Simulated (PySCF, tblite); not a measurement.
**C7H10N2Si: geometry, infrared bands, NMR shifts and electronic excitations**

What infrared bands, NMR shifts and electronic excitations should C7H10N2Si (`C#C[Si@H](C)n1cnc(C)c1`) show?

Computed with tblite 0.8.0 and PySCF 2.14.0, with density-fitted response routines of our own, on a single molecule in the gas phase. Atoms are numbered from 0 throughout.

**1. Starting geometry**

20 atoms, charge 0, multiplicity 1; geometry from: GFN2-xTB.

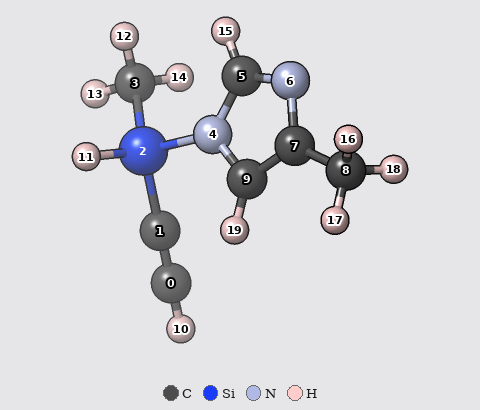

As it starts; carbon dark grey, silicon blue, nitrogen light blue, hydrogen pink, atoms numbered.

**2. Infrared spectrum with GFN2-xTB**

The job: settings as JSON, then the geometry in Å.

```
{"job": {"kind": "ir", "xc": "GFN2-xTB", "basis": "xTB"}, "charge": 0, "multiplicity": 1}
C     -0.928264    -0.078662     3.462112
C     -1.237247     0.085010     2.311756
Si    -1.680351     0.370531     0.536853
C     -2.935486    -0.908458    -0.074947
N     -0.184954     0.147911    -0.358772
C      0.000210    -0.395711    -1.594327
N      1.231676    -0.348472    -1.993183
C      1.930434     0.259378    -0.981635
C      3.398338     0.480023    -1.073007
C      1.068118     0.570403     0.025416
H     -0.660471    -0.226699     4.469205
H     -2.126471     1.758081     0.348804
H     -3.209285    -0.734679    -1.111793
H     -3.844707    -0.856916     0.515669
H     -2.547695    -1.920596     0.002782
H     -0.805584    -0.815582    -2.161852
H      3.651036     0.897281    -2.045296
H      3.727606     1.157198    -0.288963
H      3.925930    -0.467484    -0.967768
H      1.222020     1.038121     0.975910
```

**Question.** This job is followed by: PBE0-D3(BJ)/def2-SVP geometry optimisation, gas phase; GIAO PBE0/pcSseg-1 NMR shielding, non-relativistic, gas phase; TDDFT wB97X-D/def2-SVPD, vertical, gas phase, core orbitals frozen in the response; GIAO CAM-B3LYP/pcSseg-1 NMR shielding, non-relativistic, gas phase. Predict these results of the whole session: strongest single infrared mode (GFN2-xTB); zero-point energy (GFN2-xTB); point group; rotational constants (main isotopes); ¹³C shifts against TMS (PBE0/pcSseg-1); ¹H shifts against TMS (PBE0/pcSseg-1, means over atoms taken as alike); ²⁹Si shifts against TMS (PBE0/pcSseg-1); ¹⁵N shifts against NH3 (PBE0/pcSseg-1); lowest singlet (wB97X-D/def2-SVPD); brightest single state of those computed; lowest triplet; vertical ionisation energy (ΔSCF); range of the shift of N6.

The runs gave:

| quantity | value |
| --- | --- |
| strongest single infrared mode (GFN2-xTB) | 2206 cm⁻¹, 317 km/mol |
| zero-point energy (GFN2-xTB) | 94.5 kcal/mol |
| point group | C1 |
| rotational constants (main isotopes) | 2.06, 0.72, 0.56 GHz |
| ¹³C shifts against TMS (PBE0/pcSseg-1) | 147.0, 141.1, 121.3, 105.6, 86.3, 16.0, -3.7 ppm |
| ¹H shifts against TMS (PBE0/pcSseg-1, means over atoms taken as alike) | 7.09, 6.89, 5.17, 2.52, 2.31, 0.70 ppm |
| ²⁹Si shifts against TMS (PBE0/pcSseg-1) | -36.5 ppm |
| ¹⁵N shifts against NH3 (PBE0/pcSseg-1) | 315.8, 187.9 ppm |
| lowest singlet (wB97X-D/def2-SVPD) | 5.93 eV (209 nm), f = 0.035 |
| brightest single state of those computed | state 6, 6.36 eV, f = 0.062 |
| lowest triplet | 4.35 eV |
| vertical ionisation energy (ΔSCF) | 8.24 eV |
| range of the shift of N6 | 315.8 to 324.9 ppm |

What this shows: No mode is imaginary among the 54: a minimum at this level. GFN2-xTB is a fitted tight-binding method: band positions and strengths are rough. Its intensities can rank the bands wrongly. Over 7 steps the energy fell by 0.109 eV; of the close pairs, Si2–C3 changed most, 1.894 to 1.862 Å. At PBE0/pcSseg-1: The largest span, 488 ppm, is at N6, where the paramagnetic term is -387 ppm. NICS(1)zz of -28 ppm above the planar ring from N4 marks a diatropic (aromatic) ring current. The first singlet state (HOMO→LUMO+1 0.65, HOMO→LUMO 0.16) lies at 5.93 eV and is weak; of the 10 states computed, the strongest absorption comes from state 6 at 6.36 eV. The lowest triplet lies 1.57 eV below the lowest singlet (triplets in Tamm-Dancoff, singlets in full TDDFT). The orbital energy would give 8.18 eV for ionisation, ΔSCF gives 8.24 eV. In ppm, N6 moves most: its shift spreads over 9.1 ppm, from 315.8 (PBE0/pcSseg-1) to 324.9 (CAM-B3LYP/pcSseg-1).
